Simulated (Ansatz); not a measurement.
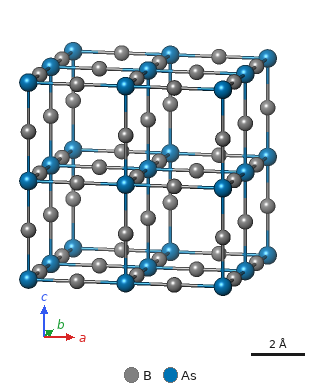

Starting structure of a crystal of B3As (a generated structure, set up in Pm-3m) (coarse preliminary run). Style: ball-and-stick. Shown: the cell of the calculation, repeated 2 × 2 × 2 with one cell outlined, slightly off an axis.

Computed with DFT PBE, scalar-relativistic, plane waves, PAW (Ansatz 0.2.0).

Input file:
```yaml
crystal:
  lattice:
    - [3.76514461, 0.0, 0.0]
    - [0.0, 3.76514461, 0.0]
    - [0.0, 0.0, 3.76514461]
  atoms:
    - { symbol: B, position: [0.5, 0.0, 0.0] }
    - { symbol: B, position: [0.0, 0.5, 0.0] }
    - { symbol: B, position: [0.0, 0.0, 0.5] }
    - { symbol: As, position: [0.0, 0.0, 0.0] }
basis:
  ecutwfc: 420
kpoints:
  mp_grid: { grid: [4, 4, 4] }
hamiltonian:
  xc: pbe
scf:
  occupations: { method: gaussian, width: 0.1 }
  lower_state_search: "off"
output:
  forces: true
  stress: true
  eigenvalues: true
relax:
  adjacent_minimum: "off"
  f_tol: 0.04
  max_steps: 70
  cell: { stress_tol: 0.4 }
```

Command:
```bash
ansatz run input.yaml --threads 1 --pin off --max-ram 2560MiB --backend cpu --events-out ev --progress --plain --runs-dir out
```

What does the optimiser find from here?

The atoms keep their places relative to the cell (all moves are under 0.005 Å). The volume changes by +33.1 %, with a = b = c 3.765 → 4.141 Å (+10.0 %). Among the contacts that change: B1–As4 1.883 → 2.071 Å. The space group stays Pm-3m (No. 221). The energy falls by 1.399 eV per cell of the calculation in 5 accepted moves (7 points after the start). All forces vanish by symmetry, so only the cell relaxes. The pressure goes from 34.79 to 0.02 GPa. The SCF was repeated twice at an unchanged geometry on a basis and grid sized afresh for the cell, which shifted the energy by 34.5 meV per cell of the calculation at most.

Final geometry:

```
CELL_PARAMETERS angstrom
4.14118 0.00000 0.00000
0.00000 4.14118 0.00000
0.00000 0.00000 4.14118
ATOMIC_POSITIONS crystal
B 0.50000 0.00000 0.00000
B 0.00000 0.50000 0.00000
B 0.00000 0.00000 0.50000
As 0.00000 0.00000 0.00000
```

After the run, drawn alike:

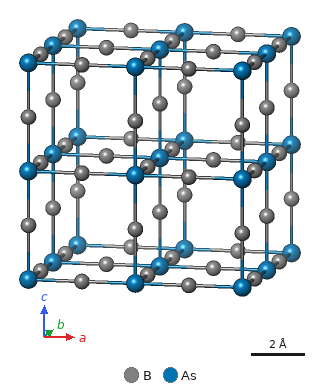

Limits of the set-up: the k-point mesh is coarse for a cell with partly filled bands.
